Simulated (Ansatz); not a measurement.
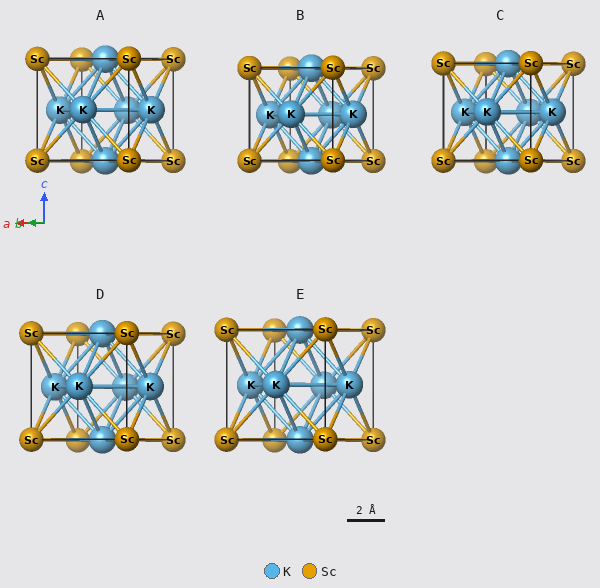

5 geometries from one relaxation of a crystal of K3Sc (built on the Cu3Au (L1_2)_221 type) (coarse preliminary run), in shuffled order. Style: ball-and-stick. Shown: the cell of the calculation, from a free direction.

Case: Cu3Au (L1_2) type (Pm-3m, No. 221).

The calculation used Ansatz 0.2.0, DFT r2SCAN, scalar-relativistic, plane waves, PAW. Settings: plane-wave cutoff 500 eV; k-point mesh 4 × 4 × 4; occupations gaussian; smearing width 0.1 eV; no spin polarisation; cell and atoms relaxed; force threshold 0.04 eV/Å; at most 70 steps.

### Put them in the order of the run, from the start to the converged end.

B, C, A, D, E. They are steps 0, 1, 2, 3, 5, at +466 meV per atom, +237 meV per atom, +97.7 meV per atom, +25.3 meV per atom relative to the last. The atoms keep their places relative to the cell (all moves are under 0.005 Å). The volume changes by +66.4 %, with a = b = c 5.017 → 5.946 Å (+18.5 %). Among the contacts that change: K–Sc 3.548 → 4.204 Å, K–K 3.548 → 4.204 Å. The space group stays Pm-3m (No. 221). Over 4 accepted moves (5 points after the start) the energy falls by 466 meV per atom. All forces vanish by symmetry, so only the cell relaxes. Pressure: 9.78 GPa at the start and 0.28 GPa at the end. The SCF was repeated once at an unchanged geometry on a basis and grid sized afresh for the cell, which shifted the energy by 3.9 meV per atom at most.
